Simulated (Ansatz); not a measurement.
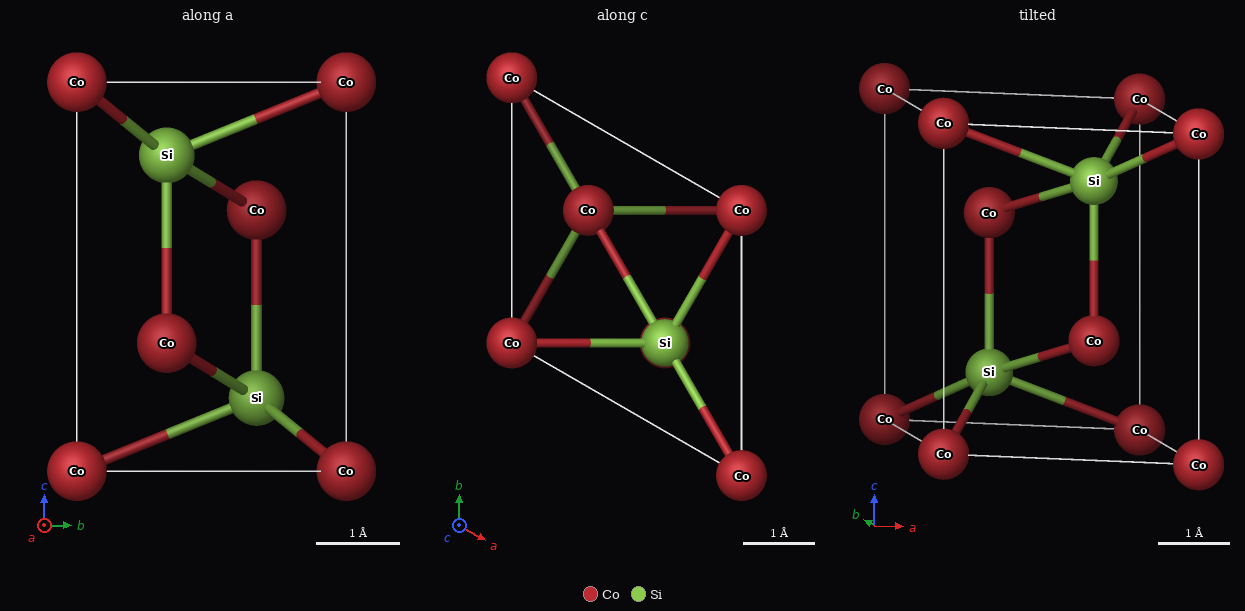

The figure gives a ball-and-stick picture of the atoms, viewed along the a axis, along the c axis and slightly off an axis. The lines enclose the conventional unit cell; boundary atoms appear with their images.

Size of the cell: a = 3.77 Å, b = 3.77 Å, c = 4.71 Å, α = 90.00°, β = 90.00°, γ = 120.00°.

A stick is drawn for Co–Si up to 2.87 Å (cut-off distances).

Question: Find the formula by counting the atoms in the cell.

Answer: Co3Si2. The cell holds 3 Co, 2 Si, counting shared atoms by their share.

Question: Name the space group.

Answer: P-3m1 (No. 164), with Co on 1a, Co on 2d and Si on 2d.

Question: What kind of network do the bonds form?

Answer: The bonds build a three-dimensional framework.

Provenance: a textbook structure type filled with these elements (whether it is the usual form wasn't checked). Atoms and cell were optimised with DFT PBE, scalar-relativistic, plane waves, PAW in Ansatz 0.2.0.
